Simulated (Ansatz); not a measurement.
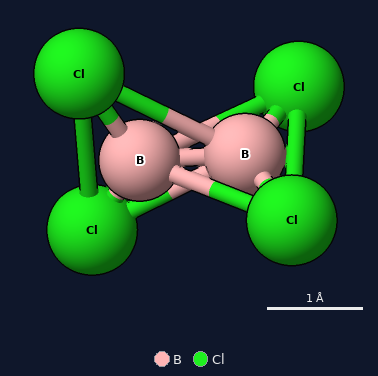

**Figure 1.** The structure (ball-and-stick view, seen at a tilt).

## B2Cl4 (charge +1): single-point calculation

System: B2Cl4 (B2(Cl)4), charge +1, multiplicity 2.
Method: UKS HSE06/def2-mTZVPP (Ansatz 0.2.0).

Some settings of this run were made unusual or wrong on purpose. The geometry comes from this level: PBE0-D4/def2-SVP.

**What the program printed**
```
Functional definition: HSE06
  name "HSE06"
  cite "Heyd, Scuseria & Ernzerhof, J. Chem. Phys. 118, 8207 (2003) doi:10.1063/1.1564060"
  cite "Krukau, Vydrov, Izmaylov & Scuseria, J. Chem. Phys. 125, 224106 (2006) doi:10.1063/1.2404663"
  cite "Heyd & Scuseria, J. Chem. Phys. 120, 7274 (2004) doi:10.1063/1.1668634"
  cite "Ernzerhof & Perdew, J. Chem. Phys. 109, 3313 (1998) doi:10.1063/1.476928"
  cite "Perdew, Burke & Ernzerhof, Phys. Rev. Lett. 77, 3865 (1996) doi:10.1103/PhysRevLett.77.3865"
  parent pbe
  parameter a = 0.25
  parameter omega = 0.11/bohr
  # The whole range is PBE's own exchange, as in plane waves. The composition of these papers is wPBEh.
  exchange = pbe_x - a*pbe_x_sr(omega) + a*exact_x_sr(omega)
  correlation = pbe_c
these checks for a lower state are left out or cut short: starts
1310 factors; integrals over basis functions are off by at most 4.9e-4 eV
88 factors; integrals over basis functions are off by at most 2.1e-7 eV
mean field evaluation 1: about -51298.7781 eV, gradient 1.2e2 eV
mean field evaluation 2: about -51171.3942 eV, gradient 1.9e2 eV
mean field evaluation 4: about -51348.1710 eV, gradient 7.1e0 eV
mean field evaluation 8: about -51348.5142 eV, gradient 4.0e-1 eV
mean field evaluation 16: about -51348.5151 eV, gradient 2.1e-4 eV
mean field -51348.51511038 eV, -1887.0231250328 hartree, gradient 1.7e-5 eV, S^2 0.753782; 0 other end points of the search recorded, 0 dependent functions left out
the calculation of the forces begins
reference -51348.51514607 eV, -1887.0231263444 hartree; 39, 38 occupied and 107, 108 virtual orbitals, 1310 factors
Total energy: -51348.51514607 eV, -1887.0231263444 hartree
Atom 0 at     0.045513     0.343989    -0.432819 Å, force    21.880509   -13.154283     5.929858 eV/Å
Atom 1 at    -0.939969     0.818603    -0.758259 Å, force   -71.632993    32.750487   -23.886249 eV/Å
Atom 2 at     1.154413     0.584948    -0.884674 Å, force    52.517849     9.384000   -19.625259 eV/Å
Atom 3 at    -0.044666    -0.343969     0.433428 Å, force    10.259679   -37.252463   -97.375194 eV/Å
Atom 4 at    -0.131410    -0.036514     1.371395 Å, force   -12.175973    53.615462   149.533332 eV/Å
Atom 5 at    -0.084014    -1.594908     0.168739 Å, force    -0.849071   -45.343203   -14.576488 eV/Å
Dipole moment:    -0.053521     0.174603     0.149394 e Å
Checks for a lower state left out: starts
```

The run was set up as follows.

**Input**
```yaml
crystal:
  periodic: [false, false, false]
  atoms:
    - {symbol: B, position_ang: [0.045513, 0.343989, -0.432819]}
    - {symbol: Cl, position_ang: [-0.939969, 0.818603, -0.758259]}
    - {symbol: Cl, position_ang: [1.154413, 0.584948, -0.884674]}
    - {symbol: B, position_ang: [-0.044666, -0.343969, 0.433428]}
    - {symbol: Cl, position_ang: [-0.131410, -0.036514, 1.371395]}
    - {symbol: Cl, position_ang: [-0.084014, -1.594908, 0.168739]}
basis:
  gaussian: {orbitals: def2-mTZVPP}
total_charge: 1
magnetization: {spin_polarized: true, initial_magnetization: 1}
hamiltonian: {xc: {name: HSE06}}
scf: {omitted_lower_state_checks: [starts]}
output: {forces: true}
```

Launched with:
```bash
ansatz run in.yaml --threads 2 --pin off --events-out ev --progress --plain --max-ram 32768MiB --backend cpu
```

**What the run reported**

| quantity | value |
| --- | --- |
| outcome | converged |
| total energy | −51348.5151 eV |
| ⟨S²⟩ | 0.754 |
| SCF solution under orbital rotations | stable |
| largest force (length of the vector) | 159.321 eV/Å |
| hardware | 2 CPU threads, shared host |
| wall time | 10 s (CPU time 16 s) |
| peak memory | 0.65 GiB |

**What went wrong**

This input holds a deliberate fault: squeeze. The program still converged, but the numbers can't be taken as results for the intended system.
